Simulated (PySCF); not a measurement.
# [ReF4]+: other functionals and bases at one geometry

Aim: see how levels, charges and forces of [ReF4]+ depend on the level of theory. The species was built from a template and needn't be a known compound.

The runs use PySCF 2.14.0; several levels, as the steps say, no spin–orbit coupling.

2 further runs of the same task are left out: 2 for a known fault of the program.

## 1. The system as given

5 atoms, charge 1, spin multiplicity 1.

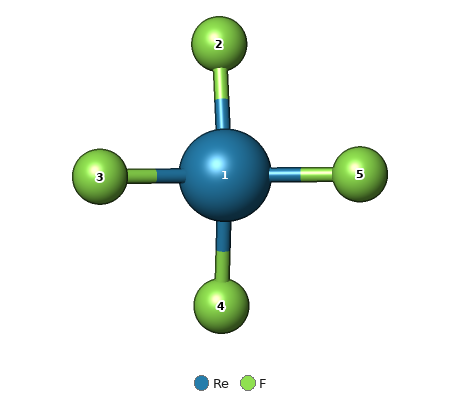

The geometry (rhenium blue, fluorine green); atoms are numbered from 1 in the order of the file.

Geometry (Å):

```csv
atom,x (Å),y (Å),z (Å)
Re1,0.00000,0.00000,0.00000
F2,1.71285,0.00000,-0.54327
F3,0.00000,1.71285,0.54327
F4,-1.71285,0.00000,-0.54327
F5,0.00000,-1.71285,0.54327
```

Formal oxidation states: Re +5. An earlier session relaxed this geometry at TPSS, Re def2-SVP with ECP60, F def2-SVP (singlet, point group D2d).

At TPSS on the finer grid: E = -477.125155 Eh, HOMO -13.62 eV, LUMO -12.83 eV, Mulliken charge on Re1 +1.50 e, largest force component 0.023 eV/Å. The gap is small, and the closed shell wasn't tested for a lower spin-broken solution.

Levels to run: TPSSh; M06-L; PBE0; wB97X; TPSS, TZVP; TPSS, x2c-SVP. Hardware: 2 threads of Arm Neoverse V2, shared host.

## 2. TPSSh

Contents of run.py (the lines that set the calculation):

```python
mol = gto.M(atom='''
Re     0.00000     0.00000     0.00000
F      1.71285     0.00000    -0.54327
F      0.00000     1.71285     0.54327
F     -1.71285     0.00000    -0.54327
F      0.00000    -1.71285     0.54327''',
    basis={'Re': 'def2-SVP', 'F': 'def2-SVP'},
    ecp={'Re': 'def2-SVP'},
    charge=1, spin=0)
mf = dft.RKS(mol, xc='TPSSH')
mf.grids.atom_grid = (75, 302)
mf = mf.density_fit()  # fitting sets: Re def2-universal-JKFIT, F def2-universal-JKFIT
mf.conv_tol = 1e-08; mf.max_cycle = 55
mf.kernel(dm0)  # dm0: the density of the relaxed state
```

The run is started by

```sh
> OMP_NUM_THREADS=2 python run.py
```

Standard output:

```text
init E= -477.045420918436
  HOMO = -0.521551761217957  LUMO = -0.458218401651511  gap/eV = 1.72339
cycle= 1 E= -477.044059021642  delta_E= 0.00136  |g|= 0.111  |ddm|= 0.143
  HOMO = -0.547395033558121  LUMO = -0.479124447385762  gap/eV = 1.85774
cycle= 2 E= -477.020835368371  delta_E= 0.0232  |g|= 0.368  |ddm|= 0.325
  HOMO = -0.530565163278617  LUMO = -0.465912822868887  gap/eV = 1.75928
cycle= 3 E= -477.046534358532  delta_E= -0.0257  |g|= 0.00762  |ddm|= 0.238
  HOMO = -0.529177841436979  LUMO = -0.464378078494597  gap/eV = 1.76329
cycle= 4 E= -477.046547713409  delta_E= -1.34e-05  |g|= 0.000635  |ddm|= 0.00833
  HOMO = -0.529159223512565  LUMO = -0.464349082162318  gap/eV = 1.76357
cycle= 5 E= -477.046547788655  delta_E= -7.52e-08  |g|= 8.25e-05  |ddm|= 0.000656
  HOMO = -0.529163309128599  LUMO = -0.46435141052428  gap/eV = 1.76362
cycle= 6 E= -477.046547789913  delta_E= -1.26e-09  |g|= 1.81e-05  |ddm|= 7.3e-05
  HOMO = -0.529163750916172  LUMO = -0.464351437988018  gap/eV = 1.76363
Extra cycle  E= -477.046547789455  delta_E= 4.58e-10  |g|= 5.25e-05  |ddm|= 4.68e-05
converged SCF energy = -477.046547789455
```

It took 3.9 s on 2 threads of Arm Neoverse V2, shared host.

Result: E = -477.046548 Eh, HOMO -14.40 eV, LUMO -12.64 eV, Mulliken charge on Re1 +1.59 e, largest force component 0.376 eV/Å. The gap is small, and the closed shell wasn't tested for a lower spin-broken solution.

## 3. M06-L

Changes to run.py (the lines that set the calculation) since step 2:

```diff
@@ -9,3 +9,3 @@
     charge=1, spin=0)
-mf = dft.RKS(mol, xc='TPSSH')
+mf = dft.RKS(mol, xc='M06L')
 mf.grids.atom_grid = (75, 302)
```

The run is started by

```sh
> OMP_NUM_THREADS=2 python run.py
```

Standard output:

```text
init E= -477.060243482217
  HOMO = -0.507712232031793  LUMO = -0.47439286797908  gap/eV = 0.90667
cycle= 1 E= -477.063417613928  delta_E= -0.00317  |g|= 0.111  |ddm|= 0.294
  HOMO = -0.53163958432021  LUMO = -0.49272193772435  gap/eV = 1.05900
cycle= 2 E= -477.033202223606  delta_E= 0.0302  |g|= 0.412  |ddm|= 0.353
  HOMO = -0.514125145834452  LUMO = -0.479370007557615  gap/eV = 0.94574
cycle= 3 E= -477.066001739263  delta_E= -0.0328  |g|= 0.00958  |ddm|= 0.266
  HOMO = -0.512809154555249  LUMO = -0.478042942919305  gap/eV = 0.94604
cycle= 4 E= -477.066022451145  delta_E= -2.07e-05  |g|= 0.00147  |ddm|= 0.00903
  HOMO = -0.512987576425331  LUMO = -0.478255547055427  gap/eV = 0.94511
cycle= 5 E= -477.066022821666  delta_E= -3.71e-07  |g|= 0.000151  |ddm|= 0.00153
  HOMO = -0.512988157465724  LUMO = -0.478258027272485  gap/eV = 0.94505
cycle= 6 E= -477.066022825911  delta_E= -4.24e-09  |g|= 3.18e-05  |ddm|= 0.000106
  HOMO = -0.512990027103669  LUMO = -0.478258796822532  gap/eV = 0.94508
Extra cycle  E= -477.066022823734  delta_E= 2.18e-09  |g|= 0.00011  |ddm|= 0.000104
converged SCF energy = -477.066022823734
```

It took 3.9 s on 2 threads of Arm Neoverse V2, shared host.

Read off: E = -477.066023 Eh, HOMO -13.96 eV, LUMO -13.01 eV, Mulliken charge on Re1 +1.74 e, largest force component 0.078 eV/Å. The gap is small, and the closed shell wasn't tested for a lower spin-broken solution.

## 4. PBE0

Changes to run.py (the lines that set the calculation) since step 3:

```diff
@@ -9,3 +9,3 @@
     charge=1, spin=0)
-mf = dft.RKS(mol, xc='M06L')
+mf = dft.RKS(mol, xc='PBE0')
 mf.grids.atom_grid = (75, 302)
```

The run is started by

```sh
> OMP_NUM_THREADS=2 python run.py
```

Standard output:

```text
init E= -476.658378152904
  HOMO = -0.551515824896715  LUMO = -0.440347927378742  gap/eV = 3.02503
cycle= 1 E= -476.658736174696  delta_E= -0.000358  |g|= 0.146  |ddm|= 0.233
  HOMO = -0.59204315698339  LUMO = -0.474605421302819  gap/eV = 3.19564
cycle= 2 E= -476.633140113418  delta_E= 0.0256  |g|= 0.398  |ddm|= 0.395
  HOMO = -0.569578808831292  LUMO = -0.4558239464724  gap/eV = 3.09543
cycle= 3 E= -476.663098229379  delta_E= -0.03  |g|= 0.0134  |ddm|= 0.267
  HOMO = -0.566743921796807  LUMO = -0.452480668920082  gap/eV = 3.10926
cycle= 4 E= -476.663132018157  delta_E= -3.38e-05  |g|= 0.00155  |ddm|= 0.0147
  HOMO = -0.566858069556492  LUMO = -0.452465103927029  gap/eV = 3.11279
cycle= 5 E= -476.663132825243  delta_E= -8.07e-07  |g|= 0.00023  |ddm|= 0.00288
  HOMO = -0.566870426166734  LUMO = -0.452469536360521  gap/eV = 3.11301
cycle= 6 E= -476.663132839515  delta_E= -1.43e-08  |g|= 2.71e-05  |ddm|= 0.000339
  HOMO = -0.566868239947585  LUMO = -0.452466678057288  gap/eV = 3.11303
cycle= 7 E= -476.663132839752  delta_E= -2.37e-10  |g|= 2.63e-05  |ddm|= 7.36e-05
  HOMO = -0.566866544040462  LUMO = -0.452465298396231  gap/eV = 3.11302
Extra cycle  E= -476.663132839209  delta_E= 5.43e-10  |g|= 6.08e-05  |ddm|= 5.71e-05
converged SCF energy = -476.663132839209
```

It took 2.9 s on 2 threads of Arm Neoverse V2, shared host.

It gives: E = -476.663133 Eh, HOMO -15.43 eV, LUMO -12.31 eV, Mulliken charge on Re1 +1.64 e, largest force component 0.879 eV/Å. 

## 5. wB97X

Changes to run.py (the lines that set the calculation) since step 4:

```diff
@@ -9,3 +9,3 @@
     charge=1, spin=0)
-mf = dft.RKS(mol, xc='PBE0')
+mf = dft.RKS(mol, xc='WB97X')
 mf.grids.atom_grid = (75, 302)
```

The run is started by

```sh
> OMP_NUM_THREADS=2 python run.py
```

Standard output:

```text
init E= -476.968264244764
  HOMO = -0.63818072610308  LUMO = -0.350769743353847  gap/eV = 7.82085
cycle= 1 E= -476.974372246949  delta_E= -0.00611  |g|= 0.154  |ddm|= 0.259
  HOMO = -0.682947389881207  LUMO = -0.387861596105836  gap/eV = 8.02969
cycle= 2 E= -476.967671887363  delta_E= 0.0067  |g|= 0.249  |ddm|= 0.302
  HOMO = -0.663212828649602  LUMO = -0.370207057036083  gap/eV = 7.97309
cycle= 3 E= -476.978743394389  delta_E= -0.0111  |g|= 0.0165  |ddm|= 0.176
  HOMO = -0.661520466714222  LUMO = -0.367230864674745  gap/eV = 8.00803
cycle= 4 E= -476.978803903946  delta_E= -6.05e-05  |g|= 0.0058  |ddm|= 0.0155
  HOMO = -0.662843806772198  LUMO = -0.368080770951916  gap/eV = 8.02091
cycle= 5 E= -476.978818071269  delta_E= -1.42e-05  |g|= 0.0008  |ddm|= 0.0126
  HOMO = -0.66273350890658  LUMO = -0.367924284942319  gap/eV = 8.02217
cycle= 6 E= -476.978818648714  delta_E= -5.77e-07  |g|= 0.000146  |ddm|= 0.00315
  HOMO = -0.66271146268932  LUMO = -0.367895330791772  gap/eV = 8.02236
cycle= 7 E= -476.978818662492  delta_E= -1.38e-08  |g|= 2.7e-05  |ddm|= 0.000537
  HOMO = -0.662710806824297  LUMO = -0.367894864537469  gap/eV = 8.02235
cycle= 8 E= -476.978818663209  delta_E= -7.17e-10  |g|= 1.97e-05  |ddm|= 0.00014
  HOMO = -0.662710741405782  LUMO = -0.367895267909201  gap/eV = 8.02234
Extra cycle  E= -476.97881866317  delta_E= 3.89e-11  |g|= 2.82e-05  |ddm|= 2.94e-05
converged SCF energy = -476.97881866317
```

It took 3.7 s on 2 threads of Arm Neoverse V2, shared host.

It gives: E = -476.978819 Eh, HOMO -18.03 eV, LUMO -10.01 eV, Mulliken charge on Re1 +1.67 e, largest force component 0.856 eV/Å. 

## 6. TPSS, TZVP

Basis: Re def2-TZVP with ECP60, F def2-TZVP. 

Contents of run.py (the lines that set the calculation):

```python
mol = gto.M(atom='''
Re     0.00000     0.00000     0.00000
F      1.71285     0.00000    -0.54327
F      0.00000     1.71285     0.54327
F     -1.71285     0.00000    -0.54327
F      0.00000    -1.71285     0.54327''',
    basis={'Re': 'def2-TZVP', 'F': 'def2-TZVP'},
    ecp={'Re': 'def2-TZVP'},
    charge=1, spin=0)
mf = dft.RKS(mol, xc='TPSS')
mf.grids.atom_grid = (75, 302)
mf = mf.density_fit()  # fitting sets: Re def2-universal-JKFIT, F def2-universal-JKFIT
mf.conv_tol = 1e-08; mf.max_cycle = 55
mf.kernel(dm0)  # dm0: free metal ions and neutral atoms
```

The run is started by

```sh
> OMP_NUM_THREADS=2 python run.py
```

Standard output:

```text
init E= -477.55916126114
  HOMO = -0.454097528640535  LUMO = -0.410751469377084  gap/eV = 1.17951
cycle= 1 E= -477.245816260754  delta_E= 0.313  |g|= 1.45  |ddm|= 2.32
  HOMO = -0.537095392594451  LUMO = -0.507438231139049  gap/eV = 0.80701
cycle= 2 E= -471.2651581729  delta_E= 5.98  |g|= 5.85  |ddm|= 3.89
  HOMO = -0.481918880111387  LUMO = -0.449428014823863  gap/eV = 0.88412
cycle= 3 E= -477.628947693001  delta_E= -6.36  |g|= 0.258  |ddm|= 3.22
  HOMO = -0.515889400846348  LUMO = -0.485729197175042  gap/eV = 0.82070
cycle= 4 E= -477.631403626585  delta_E= -0.00246  |g|= 0.164  |ddm|= 0.182
  HOMO = -0.49752766831708  LUMO = -0.466364482066697  gap/eV = 0.84799
cycle= 5 E= -477.636965075402  delta_E= -0.00556  |g|= 0.0355  |ddm|= 0.103
  HOMO = -0.496541567079763  LUMO = -0.465970768633046  gap/eV = 0.83187
cycle= 6 E= -477.637182038677  delta_E= -0.000217  |g|= 0.00341  |ddm|= 0.0156
  HOMO = -0.496397572738029  LUMO = -0.465698677896868  gap/eV = 0.83536
cycle= 7 E= -477.63718410755  delta_E= -2.07e-06  |g|= 0.000312  |ddm|= 0.002
  HOMO = -0.49639630769812  LUMO = -0.465680900604812  gap/eV = 0.83581
cycle= 8 E= -477.637184122868  delta_E= -1.53e-08  |g|= 2.54e-05  |ddm|= 0.000161
  HOMO = -0.496394535433673  LUMO = -0.465681363601119  gap/eV = 0.83575
cycle= 9 E= -477.637184122979  delta_E= -1.11e-10  |g|= 3.03e-06  |ddm|= 1.67e-05
  HOMO = -0.496395394063335  LUMO = -0.46568216220929  gap/eV = 0.83575
Extra cycle  E= -477.637184122968  delta_E= 1.07e-11  |g|= 8.23e-06  |ddm|= 6.74e-06
converged SCF energy = -477.637184122968
```

Wall time 12 s (2 threads of Arm Neoverse V2, shared host).

Read off: E = -477.637184 Eh, HOMO -13.51 eV, LUMO -12.67 eV, Mulliken charge on Re1 +1.54 e, largest force component 0.338 eV/Å. The gap is small, and the closed shell wasn't tested for a lower spin-broken solution.

## 7. TPSS, x2c-SVP

Basis: Re x2c-SVPall, F x2c-SVPall. All electrons are treated, with the spin-free X2C Hamiltonian.

Contents of run.py (the lines that set the calculation):

```python
mol = gto.M(atom='''
Re     0.00000     0.00000     0.00000
F      1.71285     0.00000    -0.54327
F      0.00000     1.71285     0.54327
F     -1.71285     0.00000    -0.54327
F      0.00000    -1.71285     0.54327''',
    basis={'Re': 'x2c-SVPall', 'F': 'x2c-SVPall'},
    nucmod='G',
    charge=1, spin=0)
mf = dft.RKS(mol, xc='TPSS')
mf.grids.atom_grid = (99, 590)
mf = mf.density_fit()  # fitting sets: Re AutoAux, F AutoAux
mf = mf.sfx2c1e()
mf.conv_tol = 1e-08; mf.max_cycle = 55
mf.kernel(dm0)  # dm0: free metal ions and neutral atoms
```

The run is started by

```sh
> OMP_NUM_THREADS=2 python run.py
```

Standard output:

```text
init E= -17092.1128701893
  HOMO = -0.454627913107957  LUMO = -0.407653374490901  gap/eV = 1.27824
cycle= 1 E= -17091.0843276561  delta_E= 1.03  |g|= 1.42  |ddm|= 2.82
  HOMO = -0.552923524255758  LUMO = -0.53078990879611  gap/eV = 0.60229
cycle= 2 E= -17085.0871441683  delta_E=    6  |g|= 5.73  |ddm|= 4.36
  HOMO = -0.508771416127645  LUMO = -0.480729572461842  gap/eV = 0.76306
cycle= 3 E= -17091.4741663362  delta_E= -6.39  |g|= 0.328  |ddm|= 3.53
  HOMO = -0.527967933273666  LUMO = -0.503689339244027  gap/eV = 0.66065
cycle= 4 E= -17091.4880593142  delta_E= -0.0139  |g|= 0.134  |ddm|= 0.172
  HOMO = -0.514643513909276  LUMO = -0.48893154536816  gap/eV = 0.69966
cycle= 5 E= -17091.4909681835  delta_E= -0.00291  |g|= 0.0472  |ddm|= 0.0719
  HOMO = -0.512227949217798  LUMO = -0.486979057370988  gap/eV = 0.68706
cycle= 6 E= -17091.4913850069  delta_E= -0.000417  |g|= 0.00203  |ddm|= 0.0283
  HOMO = -0.51248804226474  LUMO = -0.48711188670584  gap/eV = 0.69052
cycle= 7 E= -17091.4913856876  delta_E= -6.81e-07  |g|= 0.000163  |ddm|= 0.00143
  HOMO = -0.512472703642871  LUMO = -0.487088231460722  gap/eV = 0.69075
cycle= 8 E= -17091.4913856898  delta_E= -2.24e-09  |g|= 7.22e-05  |ddm|= 0.000103
  HOMO = -0.512487449668159  LUMO = -0.487100511293306  gap/eV = 0.69081
Extra cycle  E= -17091.4913856772  delta_E= 1.26e-08  |g|= 0.000269  |ddm|= 0.000201
converged SCF energy = -17091.4913856772
```

It took 24 s on 2 threads of Arm Neoverse V2, shared host.

Read off: E = -17091.491386 Eh, HOMO -13.95 eV, LUMO -13.25 eV, Mulliken charge on Re1 +1.37 e, largest force component 0.727 eV/Å. The gap is small, and the closed shell wasn't tested for a lower spin-broken solution.

## 8. Results

| level | state | HOMO (eV) | gap (eV) | charge on Re1 (e) | dipole (D) | largest force (eV/Å) | basis functions | time |
| --- | --- | --- | --- | --- | --- | --- | --- | --- |
| TPSS (relaxed here) | singlet | -13.62 | 0.78 | 1.50 | 0.00 | 0.02 | 88 | 18 s |
| TPSSh | singlet | -14.40 | 1.76 | 1.59 | 0.00 | 0.38 | 88 | 3.9 s |
| M06-L | singlet | -13.96 | 0.95 | 1.74 | 0.00 | 0.08 | 88 | 3.9 s |
| PBE0 | singlet | -15.43 | 3.11 | 1.64 | 0.00 | 0.88 | 88 | 2.9 s |
| wB97X | singlet | -18.03 | 8.02 | 1.67 | 0.00 | 0.86 | 88 | 3.7 s |
| TPSS, TZVP | singlet | -13.51 | 0.84 | 1.54 | 0.00 | 0.34 | 164 | 12 s |
| TPSS, x2c-SVP | singlet | -13.95 | 0.69 | 1.37 | 0.00 | 0.73 | 122 | 24 s |

Times are on 2 threads of Arm Neoverse V2, shared host; the first row also made further properties. The dipole of a charged species depends on the origin, so these sizes hold for this origin alone.

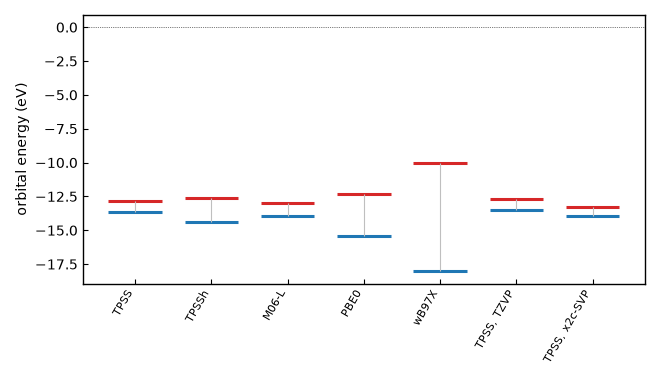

Highest filled and lowest empty level, method by method.

In one basis the HOMO–LUMO gap runs from 0.78 eV (TPSS) to 8.02 eV (wB97X). The largest leftover force, 0.88 eV/Å with PBE0, stands at a geometry relaxed at another level. The Mulliken charge on Re spans +1.37 to +1.74 e over the levels. Total energies of different levels can't be compared. Spin–orbit coupling is left out throughout.
